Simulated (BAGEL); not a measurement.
**C2H3Si (SMILES C#C[SiH2]): UHF/6-31G(d) (density fitting with qzvpp-jkfit, spherical functions)**

What is the energy change on altering one bond length of C2H3Si at UHF/6-31G* (density fitting with qzvpp-jkfit, spherical functions)? 

The results are computed with BAGEL 1.2.2.

1 further run of the same task is left out (set aside as unsound or not needed).

## 1. The molecule

C2H3Si: 6 atoms, total charge 0, spin state doublet. SMILES: `C#C[SiH2]`. The coordinates come from a PBE0-D4/def2-TZVP relaxation.

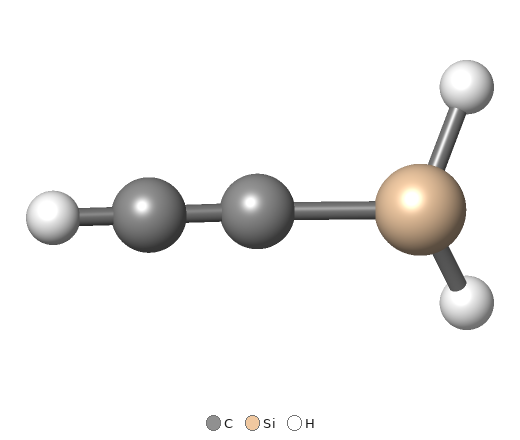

The structure, seen from a chosen angle (carbon grey, silicon light orange, hydrogen white).

## 2. The energy at UHF/6-31G(d) (density fitting with qzvpp-jkfit, spherical functions)

calc.json

```json
{ "bagel" : [

{
  "title" : "molecule",
  "basis" : "6-31gs.json",
  "df_basis" : "qzvpp-jkfit",
  "angstrom" : true,
  "geometry" : [
    { "atom" : "C", "xyz" : [       1.019700,      -1.302300,       0.535000 ] },
    { "atom" : "C", "xyz" : [       0.376000,      -0.354500,       0.145700 ] },
    { "atom" : "Si", "xyz" : [      -0.444500,       1.136900,      -0.449500 ] },
    { "atom" : "H", "xyz" : [       1.575400,      -2.144400,       0.879400 ] },
    { "atom" : "H", "xyz" : [      -1.137600,       0.894600,      -1.738800 ] },
    { "atom" : "H", "xyz" : [      -1.346900,       1.705600,       0.581800 ] }
  ]
},

{
  "title" : "uhf",
  "nopen" : 1
},

{
  "title" : "print",
  "file" : "orbitals.molden",
  "orbitals" : true
}

]}
```

The basis set 6-31G* is read from a file made from the Basis Set Exchange's data (not shown).

Command:

```bash
BAGEL_NUM_THREADS=1 BAGEL calc.json > calc.out
```

The program printed:

```text
* using 1 threads per process

  ===============================================================
  ===============================================================

  *** Geometry ***

  { "atom" : "C", "xyz" : [      1.926954,     -2.460990,      1.011003 ] },
  { "atom" : "C", "xyz" : [      0.710537,     -0.669908,      0.275333 ] },
  { "atom" : "Si", "xyz" : [     -0.839983,      2.148430,     -0.849432 ] },
  { "atom" : "H", "xyz" : [      2.977075,     -4.052329,      1.661825 ] },
  { "atom" : "H", "xyz" : [     -2.149752,      1.690549,     -3.285856 ] },
  { "atom" : "H", "xyz" : [     -2.545272,      3.223117,      1.099443 ] },

  Number of auxiliary basis functions:      332

  Since a DF basis is specified, we compute 2- and 3-index integrals:
    o Being stored without compression. Storage requirement is 0.007 GB

  Number of basis functions:       52
  Number of electrons      :       29

    * METHOD: MOLECULE                             0.07

  *** Open-shell HF ***

  === Nuclear Repulsion ===
    75.7625609477

      * DIIS with orbital gradients will be used.

  === UHF iteration (6-31gs.json) ===
      0       -366.18373903          0.03856732           0.02
      1       -366.27476003          0.01669501           0.02
      2       -366.29042099          0.00673544           0.02
      3       -366.29355960          0.00195266           0.02
      4       -366.29423178          0.00102316           0.02
      5       -366.29448317          0.00023670           0.03
      6       -366.29465040          0.00009287           0.03
      7       -366.29472495          0.00008137           0.03
      8       -366.29488526          0.00006639           0.03
      9       -366.29511788          0.00004483           0.03
     10       -366.29526589          0.00003109           0.02
     11       -366.29540656          0.00001760           0.02
     12       -366.29543423          0.00000968           0.02
     13       -366.29544623          0.00000870           0.02
     14       -366.29545789          0.00000637           0.02
     15       -366.29546553          0.00000441           0.02
     16       -366.29547018          0.00000296           0.02
     17       -366.29547153          0.00000188           0.02
     18       -366.29547157          0.00000121           0.02
     19       -366.29547164          0.00000070           0.02
     20       -366.29547165          0.00000035           0.02
     21       -366.29547164          0.00000019           0.03
     22       -366.29547164          0.00000017           0.03
     23       -366.29547165          0.00000014           0.03
     24       -366.29547166          0.00000003           0.03
     25       -366.29547166          0.00000002           0.03
     26       -366.29547166          0.00000001           0.03
     27       -366.29547166          0.00000001           0.03
    * SCF iteration converged.

    * S^2 (UHF) is 0.8699

    * Permanent dipole moment:
           (   -0.191104,     0.160427,    -0.073321) a.u.

    * METHOD: UHF                                  0.75

    * METHOD: PRINT                                0.00

  ===============================================================
```

Wall time 0.99 s (1 thread of Arm Neoverse V2, shared host); peak memory 0.081 GiB.

## 3. The distorted shape

hf.json

```json
{ "bagel": [

{
  "title": "molecule",
  "basis": "6-31gs.json",
  "df_basis": "qzvpp-jkfit",
  "angstrom": true,
  "geometry": [
    { "atom": "C", "xyz": [       1.290425,      -1.472913,       0.225605 ] },
    { "atom": "C", "xyz": [       0.646725,      -0.525113,      -0.163695 ] },
    { "atom": "Si", "xyz": [      -0.173775,       0.966287,      -0.758895 ] },
    { "atom": "H", "xyz": [       1.846125,      -2.315013,       0.570005 ] },
    { "atom": "H", "xyz": [      -0.866875,       0.723987,      -2.048195 ] },
    { "atom": "H", "xyz": [      -1.346900,       1.705600,       0.581800 ] }
  ]
},

{ "title": "uhf", "nopen": 1 },

{ "title": "print", "file": "orbitals.molden", "orbitals": true }

]}
```

The basis set 6-31G* is read from a file made from the Basis Set Exchange's data (not shown).

Command:

```bash
BAGEL_NUM_THREADS=1 BAGEL hf.json > hf.out
```

The program printed:

```text
* using 1 threads per process

  ===============================================================
  ===============================================================

  *** Geometry ***

  { "atom" : "C", "xyz" : [      2.438550,     -2.783402,      0.426332 ] },
  { "atom" : "C", "xyz" : [      1.222133,     -0.992320,     -0.309339 ] },
  { "atom" : "Si", "xyz" : [     -0.328387,      1.826018,     -1.434104 ] },
  { "atom" : "H", "xyz" : [      3.488671,     -4.374741,      1.077153 ] },
  { "atom" : "H", "xyz" : [     -1.638156,      1.368137,     -3.870528 ] },
  { "atom" : "H", "xyz" : [     -2.545272,      3.223117,      1.099443 ] },

  Number of auxiliary basis functions:      332

  Since a DF basis is specified, we compute 2- and 3-index integrals:
    o Being stored without compression. Storage requirement is 0.007 GB

  Number of basis functions:       52
  Number of electrons      :       29

    * METHOD: MOLECULE                             0.08

  *** Open-shell HF ***

  === Nuclear Repulsion ===
    74.3745479444

      * DIIS with orbital gradients will be used.

  === UHF iteration (6-31gs.json) ===
      0       -366.14264782          0.03807894           0.03
      1       -366.23203869          0.01686145           0.03
      2       -366.24781775          0.00709877           0.03
      3       -366.25113154          0.00204835           0.03
      4       -366.25178001          0.00103545           0.03
      5       -366.25202688          0.00022549           0.03
      6       -366.25216587          0.00008714           0.03
      7       -366.25222887          0.00007570           0.03
      8       -366.25233434          0.00006535           0.03
      9       -366.25253799          0.00004640           0.03
     10       -366.25270272          0.00003190           0.03
     11       -366.25281756          0.00001966           0.03
     12       -366.25286622          0.00001234           0.03
     13       -366.25289340          0.00000939           0.03
     14       -366.25290630          0.00000745           0.03
     15       -366.25291238          0.00000624           0.03
     16       -366.25291750          0.00000458           0.03
     17       -366.25291882          0.00000323           0.03
     18       -366.25291864          0.00000189           0.03
     19       -366.25291873          0.00000149           0.03
     20       -366.25291885          0.00000118           0.03
     21       -366.25291887          0.00000090           0.03
     22       -366.25291889          0.00000075           0.03
     23       -366.25291884          0.00000063           0.03
     24       -366.25291887          0.00000059           0.03
     25       -366.25291890          0.00000054           0.03
     26       -366.25291892          0.00000049           0.03
     27       -366.25291895          0.00000035           0.03
     28       -366.25291896          0.00000028           0.03
     29       -366.25291896          0.00000014           0.03
     30       -366.25291896          0.00000009           0.03
     31       -366.25291896          0.00000006           0.03
     32       -366.25291896          0.00000005           0.03
     33       -366.25291896          0.00000004           0.03
     34       -366.25291896          0.00000003           0.03
     35       -366.25291896          0.00000003           0.03
     36       -366.25291896          0.00000002           0.03
     37       -366.25291896          0.00000001           0.03
    * SCF iteration converged.

    * S^2 (UHF) is 0.8614

    * Permanent dipole moment:
           (   -0.430655,     0.372810,     0.152726) a.u.

    * METHOD: UHF                                  1.08

    * METHOD: PRINT                                0.00

  ===============================================================
```

Run time: 1.3 s. Hardware: 1 thread of Arm Neoverse V2, shared host; peak memory 0.081 GiB.

## 4. Outcome

Level: UHF/6-31G* (density fitting with qzvpp-jkfit, spherical functions).

```
                                                          quantity          value
                                         first shape: total energy  -366.29547 Eh
                                        first shape: dipole moment         0.66 D
                                                 first shape: ⟨S²⟩          0.870
                                     distorted shape: total energy  -366.25292 Eh
                                    distorted shape: dipole moment         1.50 D
                                             distorted shape: ⟨S²⟩          0.861
energy change with the Si3–H6 bond stretched from 1.484 to 1.929 Å       1.158 eV
```

With the Si3–H6 bond stretched from 1.484 to 1.929 Å the energy rises by 1.16 eV (112 kJ/mol). The first shape isn't relaxed at this level, so the change isn't measured from a minimum. ⟨S²⟩ (first shape) is 0.87 where a pure doublet has 0.75: the reference is spin-contaminated. ⟨S²⟩ (distorted shape) is 0.86 where a pure doublet has 0.75: the reference is spin-contaminated.
